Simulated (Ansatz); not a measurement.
**ClH2InNO (SMILES [NH-][In]([OH])[Cl]) (charge −1): density, localisation and related maps**

```
atom    x (Å)    y (Å)    z (Å)
  Cl   2.7242   0.1588   1.7062
  In   0.6687  -0.6765   0.4339
   N  -1.2446  -0.1263   0.4757
   O   1.7202  -2.1033  -0.6267
   H  -1.2790   0.6366   1.1692
   H   2.6380  -2.0302  -0.3350
```

Geometry: B3LYP-D3(BJ)/def2-SVPD; core potentials replace the inner electrons of In.

Level of theory: isolated molecule in a Gaussian basis; Kohn-Sham density functional theory, functional PBE0 (Ansatz).

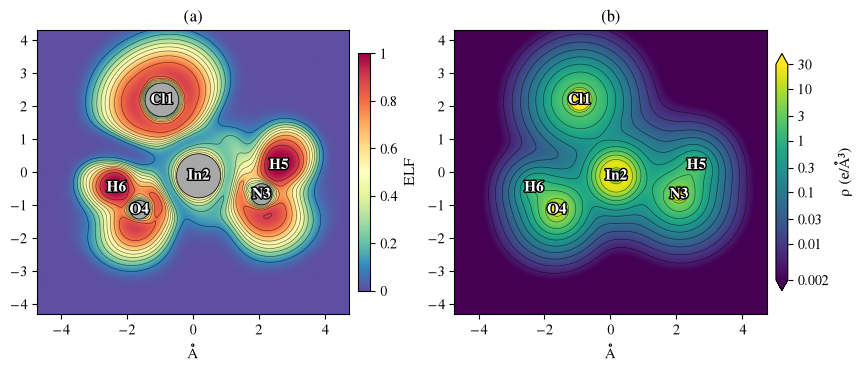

Figure 1. (a) ELF; (b) electron density on the molecular plane. Grey discs cover the atomic cores in the ELF map.

Interpret the plot.

The plane passes through Cl, In, N, O and H nuclei.
In–N (1.99 Å): ρ is about 0.84 e/Å³ halfway; the ELF peaks at about 0.75 in the valence shell of N, 0.6 Å from its nucleus, and drops to about 0.20 between the two atoms.
In–O (2.07 Å): the density is about 0.66 e/Å³ at the midpoint; the ELF peaks at about 0.85 in the valence shell of O, 0.6 Å from its nucleus, and drops to about 0.15 between the two atoms.
In–Cl (2.56 Å): ρ at the midpoint is about 0.37 e/Å³; the ELF peaks at about 0.85 in the valence shell of Cl, 0.8 Å from its nucleus, and drops to about 0.15 between the two atoms.
O–H (0.97 Å): ρ at the midpoint is about 3.7 e/Å³; the ELF climbs to about 1 towards the hydrogen, as it does in any bond to H; a covalent bond by its length.
N–H (1.03 Å): ρ is about 2.7 e/Å³ halfway; the ELF climbs to about 1 towards the hydrogen (an ordinary covalent bond to hydrogen).
The ELF also peaks beside O4, N3 and Cl1, away from the bonds: lone-pair regions.

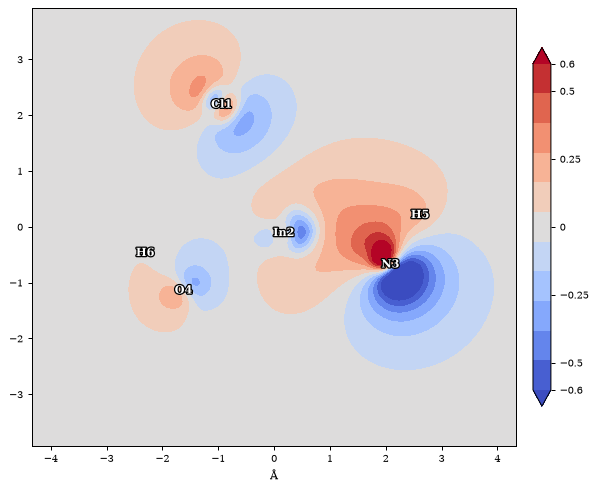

Figure 2. The HOMO−1 on the molecular plane (values in Å⁻³ᐟ²; the overall sign is arbitrary).

What is the character of this orbital?

It lies mainly on N3 (about 60 %), In2 (about 20 %) and Cl1 (about 10 %); it is symmetric in the molecular plane (an in-plane orbital: σ, lone-pair or in-plane π type). Its energy is −2.61 eV.

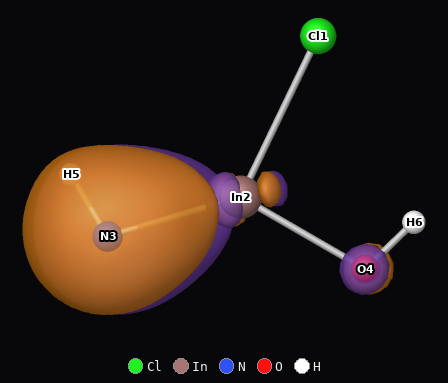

Figure 3. The HOMO at ±0.1 Å⁻³ᐟ² (orange and purple are the two phases), seen across its widest extent.

Where does this orbital lie, and at what energy?

Its weight (Hirshfeld) is mainly on N3 (about 70 %), In2 (about 20 %) and H5 (about 5 %); it changes sign across the molecular plane (π type). Its energy is −1.50 eV.
